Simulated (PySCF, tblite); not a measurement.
# C₃H₁₂B₂NP: geometry, infrared bands and NMR shifts

Aim: predict the infrared bands and NMR shifts of C₃H₁₂B₂NP (`CBNCB(C)P`).

Computed with tblite 0.8.0 and PySCF 2.14.0, with density-fitted response routines of our own, on a single molecule in the gas phase. Atoms count from 0, in the outputs and in this text.

## (1) The molecule as given

19 atoms, charge 0, multiplicity 1; geometry from: force field or distance geometry start.

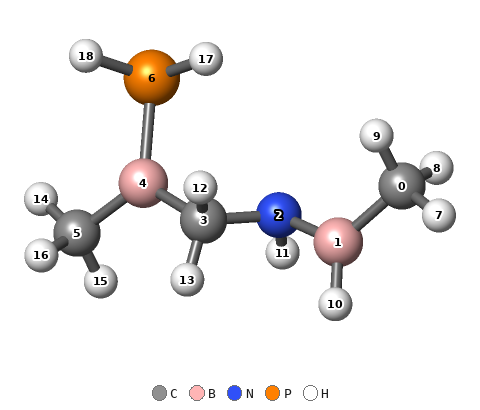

As it starts; carbon grey, boron pink, nitrogen blue, phosphorus orange, hydrogen white, atoms numbered.

## (2) Relaxing the molecule with GFN2-xTB

What the job is given:

```
{"job": {"kind": "relax", "xc": "GFN2-xTB", "basis": "xTB"}, "charge": 0, "multiplicity": 1}
C     -3.311900    -0.220800     0.143800
B     -2.082700     0.766200     0.237400
N     -0.774500     0.424800    -0.490900
C      0.317200     0.299300     0.452900
B      1.626800    -0.217600    -0.287300
C      2.935400     0.679800    -0.306900
P      1.625600    -1.922100    -1.203300
H     -4.156700     0.188300     0.749000
H     -3.629000    -0.312100    -0.914500
H     -3.039900    -1.218800     0.537100
H     -2.158000     1.745100     0.895000
H     -0.584900     1.238900    -1.119000
H      0.066800    -0.462400     1.251100
H      0.537100     1.266300     0.952300
H      3.742600     0.181000    -0.871600
H      2.714300     1.658300    -0.768700
H      3.282000     0.851900     0.741400
H      0.390000    -2.390000    -0.584400
H      2.490100    -2.546900    -0.208600
```

Launch:

```sh
$ OMP_NUM_THREADS=1 python probes_run.py task.json out
```

This one command runs all jobs of the session in turn.

**Question.** This job is followed by: GFN2-xTB harmonic vibrations, gas phase; GIAO PBE0/pcSseg-1 NMR shielding, non-relativistic, gas phase. What will the session give for the following? strongest single infrared mode (GFN2-xTB); zero-point energy (GFN2-xTB); 13C shifts against TMS (PBE0/pcSseg-1); 1H shifts against TMS (PBE0/pcSseg-1, means over atoms taken as alike); 11B shifts against BF3·OEt2 (PBE0/pcSseg-1); 15N shifts against NH3 (PBE0/pcSseg-1); 31P shifts against H3PO4 (PBE0/pcSseg-1); surface potential, least and greatest.

The runs gave:

| quantity | value |
| --- | --- |
| strongest single infrared mode (GFN2-xTB) | 1484 cm⁻¹, 229 km/mol |
| zero-point energy (GFN2-xTB) | 94.5 kcal/mol |
| 13C shifts against TMS (PBE0/pcSseg-1) | 58.0, 14.1, 6.4 ppm |
| 1H shifts against TMS (PBE0/pcSseg-1, means over atoms taken as alike) | 4.94, 4.28, 3.69, 2.63, 1.18, 0.34 ppm |
| 11B shifts against BF3·OEt2 (PBE0/pcSseg-1) | 99.6, 39.3 ppm |
| 15N shifts against NH3 (PBE0/pcSseg-1) | 143.7 ppm |
| 31P shifts against H3PO4 (PBE0/pcSseg-1) | -207.1 ppm |
| surface potential, least and greatest | -0.75 V and 1.31 V |

What this shows: Over 190 steps the energy fell by 1.681 eV; of the close pairs, B1–N2 changed most, 1.536 to 1.378 Å. No mode is imaginary among the 51: a minimum at this level. The strongest single mode, at 1484 cm⁻¹, is carried by N2, B1, H11. GFN2-xTB is a fitted tight-binding method: band positions and strengths are rough. Its intensities can rank the bands wrongly. The most deshielded carbon is C3 (sp3 CH2 bonded to B and N), at 58.0 ppm: deshielded by the electronegative neighbour. At PBE0/pcSseg-1: The largest span, 197 ppm, is at B4, where the paramagnetic term is -193 ppm. By nearest atom (PBE0/pcSseg-1), the HOMO sits on P6 29 %; N2 22 % and the LUMO on B4 55 %; P6 11 %.
